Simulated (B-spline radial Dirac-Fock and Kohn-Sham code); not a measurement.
Nb⁺ ([Kr] 4d4), inside a Watson sphere of charge −1 and radius 1.6 Å that stands in for a crystal. The calculation used independent-particle Coulomb rates on relativistic LDA orbitals, configuration-average energies from Dirac–Fock (a B-spline radial atomic code). Widths ruled by Coster–Kronig decay come out up to twice the measured ones in this model.

Predict the main features of the following plot. Auger and Coster–Kronig groups that fill an N3 (4p3/2) hole, broadened by 0.30 eV full width. Kinetic energies count from the vacuum level; very weak lines are left out.

The strongest group is N3-N4N5 at 19.99 eV (59 % of the non-radiative width), followed by N3-N5N5 at 20.15 eV (39 %), N3-N4N4 at 19.83 eV (2.4 %). The lines shown span 19.83 eV to 20.15 eV.

The result:

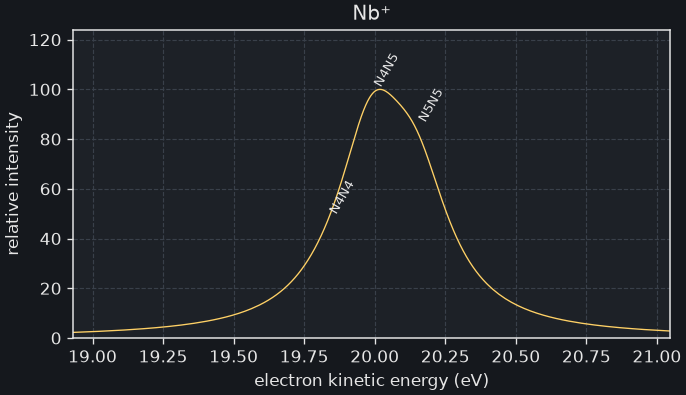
